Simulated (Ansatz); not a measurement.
**The gap of BaSrTi2O6 (perovskite [001] superlattice): a ladder of methods and an error budget**

Aim: a best estimate of the quasiparticle gap of BaSrTi2O6 (perovskite [001] superlattice), with each correction and its cost laid out.

Main program and level: Ansatz 0.2.0; density functionals, hybrids, G0W0, plane waves, PAW.

**1. Starting point**

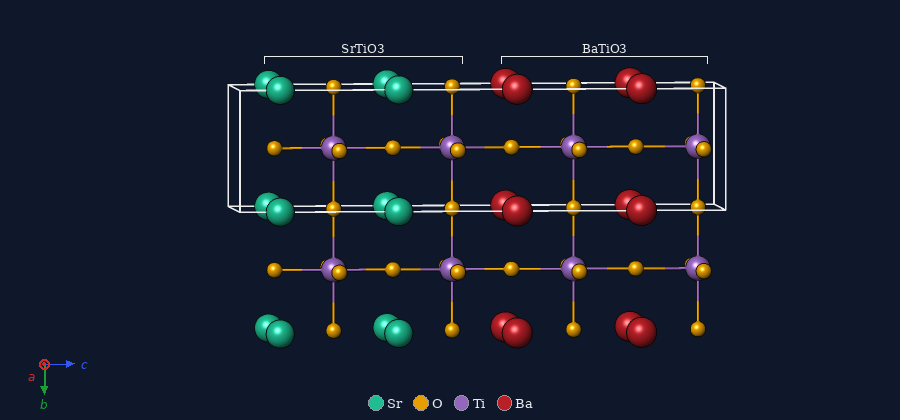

The cell as given, from the side, with the c axis across the page (strontium teal, oxygen orange, titanium purple, barium red). 1×2×1 cells are drawn. Some periodic images of atoms are drawn too.

The cell holds 20 atoms: 2 Sr, 12 O, 4 Ti and 2 Ba. Cell: a = 3.952 Å, b = 3.952 Å, c = 15.812 Å, α = 90.0°, β = 90.0°, γ = 90.0°. It derives from SrTiO3. Regions: SrTiO3, 10 atoms (2 Sr, 6 O and 2 Ti); BaTiO3, 10 atoms (2 Ba, 6 O and 2 Ti). The structure's axis is c.

The start is a generated structure, not a measured one. Spin-orbit coupling is left out unless a step names it.

**2. Relaxing the structure**

Gaps follow bond lengths, so the structure is brought to rest first.

This step: DFT, PBEsol, plane waves, PAW; PAW set soft_1.

input.yaml reads:

```yaml
crystal:
  lattice:
    - [3.9525, 0.0, 0.0]
    - [0.0, 3.9525, 0.0]
    - [0.0, 0.0, 15.812283365]
  atoms:
    - { symbol: Sr, position: [0.0, 0.0, 0.0640019969] }
    - { symbol: O, position: [0.5, 0.5, 0.0640019969] }
    - { symbol: Ti, position: [0.5, 0.5, 0.1859980031] }
    - { symbol: O, position: [0.5, 0.0, 0.1859980031] }
    - { symbol: O, position: [0.0, 0.5, 0.1859980031] }
    - { symbol: Sr, position: [0.0, 0.0, 0.3079940094] }
    - { symbol: O, position: [0.5, 0.5, 0.3079940094] }
    - { symbol: Ti, position: [0.5, 0.5, 0.4299900157] }
    - { symbol: O, position: [0.5, 0.0, 0.4299900157] }
    - { symbol: O, position: [0.0, 0.5, 0.4299900157] }
    - { symbol: Ba, position: [0.0, 0.0, 0.551986022] }
    - { symbol: O, position: [0.5, 0.5, 0.551986022] }
    - { symbol: Ti, position: [0.5, 0.5, 0.6799900157] }
    - { symbol: O, position: [0.5, 0.0, 0.6799900157] }
    - { symbol: O, position: [0.0, 0.5, 0.6799900157] }
    - { symbol: Ba, position: [0.0, 0.0, 0.8079940094] }
    - { symbol: O, position: [0.5, 0.5, 0.8079940094] }
    - { symbol: Ti, position: [0.5, 0.5, 0.9359980031] }
    - { symbol: O, position: [0.5, 0.0, 0.9359980031] }
    - { symbol: O, position: [0.0, 0.5, 0.9359980031] }
kpoints:
  mp_grid: { grid: [6, 6, 2] }
hamiltonian:
  xc: pbesol
  pseudopotentials: { kind: paw, azcp: { folder: soft_1 }, xc_functional: pbe }
scf:
  occupations: { method: fermi_dirac, width: 0.02 }
relax:
  f_tol: 0.015
  max_steps: 100
  cell: {}
output:
  write_density: true
  write_potential: true
  elf: true
  volumetric_format: npy
```

On the command line:

```console
$ ansatz run input.yaml --threads 3 --pin off --max-ram 92160MiB --backend cuda --events-out ev --progress --plain --runs-dir out --devices 1 --max-vram 13GiB
```

Numbers of over 12 decimals in the logs are rounded to 6 here.

The log of the run:

```text
GPUs: using 1 of 1 available (devices: 1).
Engine: ansatz 0.2.0, x86_64-unknown-linux-gnu
Pseudopotentials: kind: paw
Pseudopotential: Sr, paw, valence charge 10, recommended cutoff 420 eV (normal), soft_1/Sr.paw.azcp
Pseudopotential: O, paw, valence charge 6, recommended cutoff 420 eV (normal), soft_1/O.paw.azcp
Pseudopotential: Ti, paw, valence charge 12, recommended cutoff 420 eV (normal), soft_1/Ti.paw.azcp
Pseudopotential: Ba, paw, valence charge 10, recommended cutoff 420 eV (normal), soft_1/Ba.paw.azcp
Functional definition: PBEsol
  exchange = pbesol_x
  correlation = pbesol_c
device memory: the entry about to start is reckoned to put 4.8 GiB on a device that reports 40.1 GiB free (of which the cap on the GPU budget leaves the run 13.0 GiB)
GPU FFT provider: cuFFT
GPU libraries: cuBLAS 13.8.2, cuFFT 12.4.0, cuSOLVER 12.3.4
Crystal: 20 atoms, lattice volume = 247.024 Å³
Basis set: ecut = 420 eV, 4877 PW (Γ), exchange–correlation on 54×54×216 points (8 copies of the dense FFT grid, shifted against one another)
Bands: 100, of which v1, the nominal top of the filled ones, is band 80 counted from 1 (79 counted from 0)
Symmetry: 8 space group operations
Space group: P4mm (ITA 99), of the structure as read, at distance tolerance 6.3e-5 Å
k-points: 20 of 72
Non-local potential: Sr, projectors of the file, l = 0: 3, l = 1: 2, l = 2: 2
Non-local potential: O, projectors of the file, l = 0: 2, l = 1: 2, l = 2: 1
Non-local potential: Ti, projectors of the file, l = 0: 3, l = 1: 2, l = 2: 3, l = 3: 1
Non-local potential: Ba, projectors of the file, l = 0: 3, l = 1: 2, l = 2: 2, l = 3: 2
PAW form: soft (Blöchl's): semilocal exchange-correlation on the pseudo side does not see the compensation charge
PAW frozen core: Sr, regenerated for the run's functional, and the local potential with it (the file was generated under x = pbe(κ = 0.804, μ = 0.219515), c = pbe(β = 0.066725))
PAW frozen core: O, regenerated for the run's functional, and the local potential with it (the file was generated under x = pbe(κ = 0.804, μ = 0.219515), c = pbe(β = 0.066725))
PAW frozen core: Ti, regenerated for the run's functional, and the local potential with it (the file was generated under x = pbe(κ = 0.804, μ = 0.219515), c = pbe(β = 0.066725))
PAW frozen core: Ba, regenerated for the run's functional, and the local potential with it (the file was generated under x = pbe(κ = 0.804, μ = 0.219515), c = pbe(β = 0.066725))
PAW one-centre angular grid: Sr, 110 points (default); XC on 64 Gauss nodes
PAW one-centre angular grid: O, 110 points (default); XC on 64 Gauss nodes
PAW one-centre angular grid: Ti, 590 points (default); XC on 64 Gauss nodes
PAW one-centre angular grid: Ba, 194 points (default); XC on 64 Gauss nodes
[...]
E_ewald      = -11422.058492
  E_core_change = 1.552564  (= ΣΔE_core)
  E_smearing   = -0.000000  (= −TS)
  E_closure    = 0.000000  (closes the sum)
  Σ components = -35369.786984   (vs F -35369.786984, Δ=0.00e0)
--- Forces (eV/Å), atoms counted from 1 ---
  atom   1  Sr    -0.00000000     0.00000000     0.00044823
  atom   2  O     -0.00000000     0.00000000     0.00301458
  atom   3  Ti     0.00000000    -0.00000000    -0.00105858
  atom   4  O      0.00000000     0.00000000     0.00070764
  atom   5  O     -0.00000000    -0.00000000     0.00070764
  atom   6  Sr     0.00000000    -0.00000000    -0.00155282
  atom   7  O      0.00000000    -0.00000000    -0.00107075
  atom   8  Ti     0.00000000    -0.00000000    -0.00323660
[...]
atom  17  O      0.00000000    -0.00000000    -0.00561347
  atom  18  Ti    -0.00000000     0.00000000     0.00525104
  atom  19  O      0.00000000     0.00000000    -0.00070337
  atom  20  O     -0.00000000    -0.00000000    -0.00070337
  max |Σ_I F_I| component: 8.10e-7 eV/Å
--- Stress (GPa, compression-positive) ---
       -0.011870       0.000000      -0.000000
        0.000000      -0.011870       0.000000
       -0.000000       0.000000      -0.004969
  P = ⅓ Tr σ = -0.0096 GPa (-0.096 kbar)
--- Band table (eV; the first three rows and the last of 20) ---
  k-point 0: bands = [... 76 lower, 9.6288, 9.7581, 9.8026, 9.8026, 12.0496, 12.1173, 12.1306, 12.2249, ... 16 higher]
  k-point 1: bands = [... 76 lower, 9.7087, 9.7087, 9.7799, 9.7799, 12.0604, 12.0849, 12.1579, 12.2193, ... 16 higher]
  k-point 2: bands = [... 76 lower, 9.3794, 9.4245, 9.5700, 9.6951, 12.3380, 12.6152, 12.6506, 12.6631, ... 16 higher]
  k-point 19: bands = [... 76 lower, 10.1298, 10.1391, 10.1664, 10.2008, 14.0650, 14.0650, 14.0945, 14.0945, ... 16 higher]
--- Relaxed structure (33 steps of the walk, 31 accepted, 3 SCFs on fresh bases) ---
  F+E_penalty+E_count = -35369.78698363 eV   max|allowed force component| = 5.613e-3 eV/Å   (the final SCF, on the basis selected at the relaxed cell)
  cell:  # Å, volume = 244.5706 Å³
    - [3.923018, 0, 0]
    - [0, 3.923018, 0.0]
    - [0, 0.0, 15.891451]
  atoms:
    - { symbol: Sr, position: [0, 0, 0.056563] }
    - { symbol: O, position: [0.500000, 0.500000, 0.062364] }
    - { symbol: Ti, position: [0.500000, 0.500000, 0.178390] }
    - { symbol: O, position: [0.500000, 0, 0.185580] }
    - { symbol: O, position: [0, 0.500000, 0.185580] }
    - { symbol: Sr, position: [0, 0.0, 0.301813] }
    - { symbol: O, position: [0.500000, 0.500000, 0.307680] }
    - { symbol: Ti, position: [0.500000, 0.500000, 0.422981] }
    - { symbol: O, position: [0.500000, 0, 0.428880] }
    - { symbol: O, position: [0, 0.500000, 0.428880] }
    - { symbol: Ba, position: [0, 0, 0.553458] }
    - { symbol: O, position: [0.500000, 0.500000, 0.560056] }
    - { symbol: Ti, position: [0.500000, 0.500000, 0.677667] }
    - { symbol: O, position: [0.500000, 0, 0.685061] }
    - { symbol: O, position: [0, 0.500000, 0.685061] }
    - { symbol: Ba, position: [0, 0.0, 0.808566] }
    - { symbol: O, position: [0.500000, 0.500000, 0.814768] }
    - { symbol: Ti, position: [0.500000, 0.500000, 0.933121] }
    - { symbol: O, position: [0.500000, 0, 0.941705] }
    - { symbol: O, position: [0, 0.500000, 0.941705] }
[key lines of the parts left out:]
SCF converged after 7 iterations
Free energy (F): -35369.786984 eV
Fermi energy:    11.128545 eV
```

The job ended after 1.8 min (1 × NVIDIA H100 80GB HBM3 (shared by 6 runs) with 3 threads of AMD EPYC 7R13 (Zen 3), shared host; peak memory 1 GiB; 3.9 min of CPU time).

Step by step (22 of 36):

| step | energy less that of the first step (eV) | largest force component (eV/Å) | pressure (GPa) | volume (Å³) |
| --- | --- | --- | --- | --- |
| 1 | 0.0000 | 1.0222 | -2.59 | 247.02 |
| 3 | -0.1596 | 0.0978 | 0.13 | 242.95 |
| 4 | -0.1597 | 0.0687 | 0.04 | 243.08 |
| 6 | -0.1606 | 0.0025 | 0.00 | 243.13 |
| 8* | -0.1521 | 0.0004 | -0.06 | 243.13 |
| 9 | -0.1524 | 0.0015 | 0.03 | 243.01 |
| 11 | -0.1523 | 0.0003 | 0.00 | 243.05 |
| 13 | -0.1523 | 0.0001 | 0.00 | 243.05 |
| 14 | -0.1523 | 0.0001 | 0.00 | 243.05 |
| 16 | -0.1523 | 0.0007 | 0.00 | 243.05 |
| 18 | -0.1523 | 0.0016 | 0.00 | 243.05 |
| 19 | -0.1523 | 0.0025 | 0.00 | 243.05 |
| 21 | -0.1523 | 0.0056 | 0.00 | 243.05 |
| 23 | -0.1523 | 0.0129 | 0.00 | 243.05 |
| 24 | -0.1523 | 0.0194 | 0.00 | 243.05 |
| 26 | -0.1540 | 0.1218 | -0.03 | 243.22 |
| 28 | 1.1023 | 6.2496 | 7.11 | 244.51 |
| 29 | -0.0547 | 1.2119 | 0.38 | 243.45 |
| 31 | -0.1722 | 0.0756 | 0.02 | 244.50 |
| 33 | -0.1733 | 0.0063 | 0.00 | 244.49 |
| 34* | -0.1771 | 0.0057 | 0.02 | 244.49 |
| 36* | -0.1771 | 0.0056 | -0.01 | 244.57 |

Relaxation steps marked * repeat the geometry before them on a plane-wave basis chosen anew for their cell, so energy and pressure can jump there. Other such steps can lie between the rows shown. Relaxation steps 28, 29 were tried and not accepted.

Forces are held to the 8 operations that the run works with; a distortion that breaks them can't arise in this run.

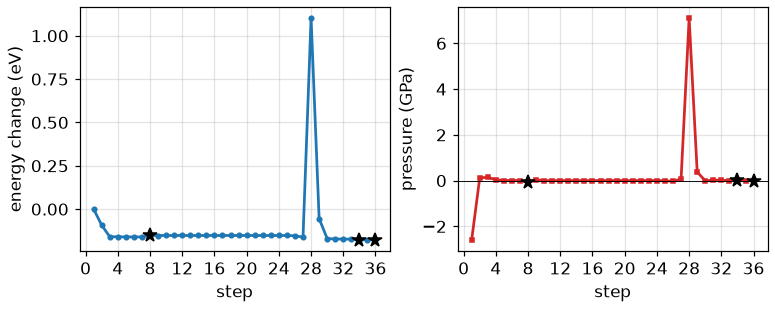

Energy and pressure along the relaxation. Stars mark steps on a basis chosen anew.

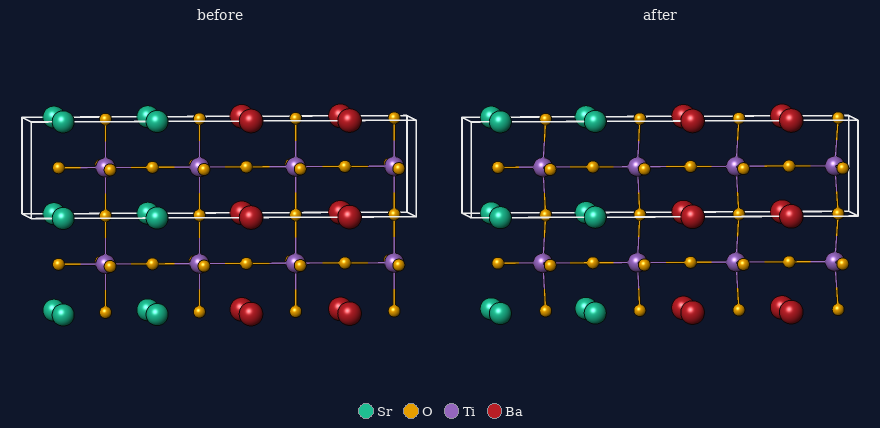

Before and after, at one scale.

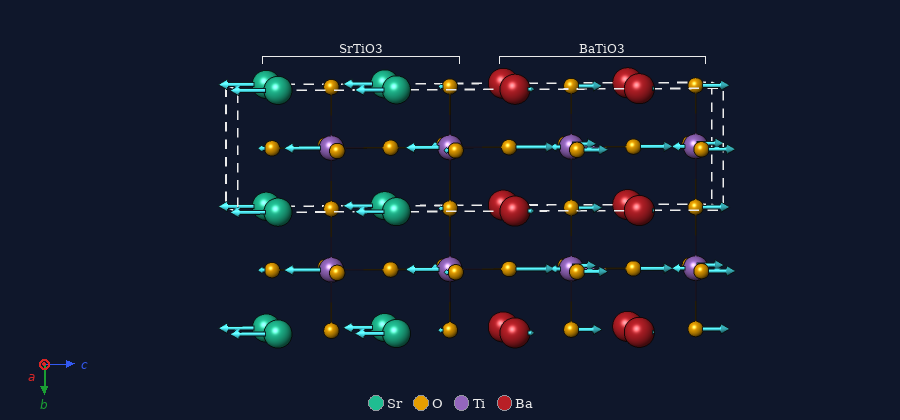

Displacements in the relaxation, exaggerated, measured against the changing cell; the longest in the cell stands for 0.13 Å. 1×2×1 cells are drawn. Some periodic images of atoms are drawn too.

| cell as run | before | after | change |
| --- | --- | --- | --- |
| a (Å) | 3.952 | 3.923 | -0.7 % |
| b (Å) | 3.952 | 3.923 | -0.7 % |
| c (Å) | 15.812 | 15.891 | +0.5 % |
| volume (Å³/atom) | 12.35 | 12.23 | -1.0 % |

The atoms that moved most (Å, as changes of fractional coordinates times the final cell):

| atom | dx | dy | dz | length |
| --- | --- | --- | --- | --- |
| O12 | 0.000 | 0.000 | 0.128 | 0.128 |
| Ti3 | 0.000 | 0.000 | -0.121 | 0.121 |
| Sr1 | 0.000 | 0.000 | -0.118 | 0.118 |
| Ti8 | 0.000 | 0.000 | -0.111 | 0.111 |
| O17 | 0.000 | 0.000 | 0.108 | 0.108 |
| Sr6 | 0.000 | 0.000 | -0.098 | 0.098 |
| O19 | 0.000 | 0.000 | 0.091 | 0.091 |
| O20 | 0.000 | 0.000 | 0.091 | 0.091 |

Final coordinates:

```cif
data_structure
_symmetry_space_group_name_H-M 'P 1'
_symmetry_Int_Tables_number 1
_cell_length_a 3.9230
_cell_length_b 3.9230
_cell_length_c 15.8915
_cell_angle_alpha 90.000
_cell_angle_beta 90.000
_cell_angle_gamma 90.000
_cell_volume 244.57
loop_
_atom_site_label
_atom_site_type_symbol
_atom_site_fract_x
_atom_site_fract_y
_atom_site_fract_z
_atom_site_occupancy
Sr1 Sr 0.00000 0.00000 0.05656 1
O2 O 0.50000 0.50000 0.06236 1
Ti3 Ti 0.50000 0.50000 0.17839 1
O4 O 0.50000 0.00000 0.18558 1
O5 O 0.00000 0.50000 0.18558 1
Sr6 Sr 0.00000 0.00000 0.30181 1
O7 O 0.50000 0.50000 0.30768 1
Ti8 Ti 0.50000 0.50000 0.42298 1
O9 O 0.50000 0.00000 0.42888 1
O10 O 0.00000 0.50000 0.42888 1
Ba11 Ba 0.00000 0.00000 0.55346 1
O12 O 0.50000 0.50000 0.56006 1
Ti13 Ti 0.50000 0.50000 0.67767 1
O14 O 0.50000 0.00000 0.68506 1
O15 O 0.00000 0.50000 0.68506 1
Ba16 Ba 0.00000 0.00000 0.80857 1
O17 O 0.50000 0.50000 0.81477 1
Ti18 Ti 0.50000 0.50000 0.93312 1
O19 O 0.50000 0.00000 0.94171 1
O20 O 0.00000 0.50000 0.94171 1
```

(Part 1 of 3 ends here.)

[Paths, hosts, dates, memory and timing lines, banners, echoed tables and standing remarks are left out of the program output.]

[Logs are printed without paths, hosts, clocks, repeated set-up lines and the standing remarks that a program may print on its own settings, such as how far it seeks lower states.]

[Runs of the session that timed out or met a known fault of the program may be left out.]

[Cells called generated may have been cut or substituted from an entry of the Crystallography Open Database or the Materials Project.]

[Hosts, paths, dates, database ids (printed as entryN), source tags and the programs' standing remarks are cut or masked in the printed files.]
